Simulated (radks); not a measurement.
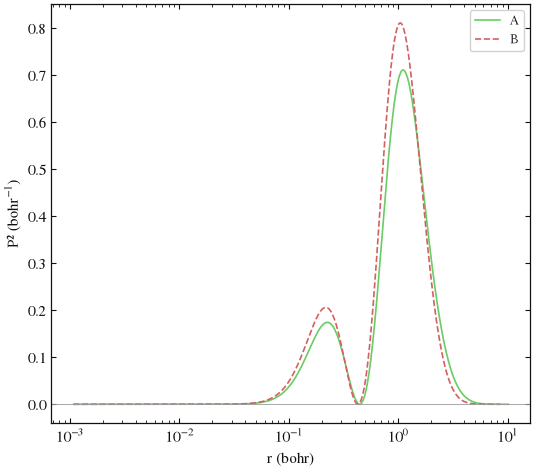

Two nuclei with the same 46 electrons, [Kr] 4d10, were computed: Ag⁺; Pd. Theory: scalar-relativistic Kohn-Sham, LB94 model potential, spin-polarised, spherical densities, finite nucleus (computed with the in-house radial solver radks).

The plot shows P² of the 4d up orbital in both runs (large components where relativistic).

Question: Assign A and B.

Answer: A is Pd (⟨r⟩ = 1.55 bohr, eigenvalue −9.70 eV); B is Ag⁺ (⟨r⟩ = 1.38 bohr, eigenvalue −22.8 eV). The larger nuclear charge pulls the orbital in.
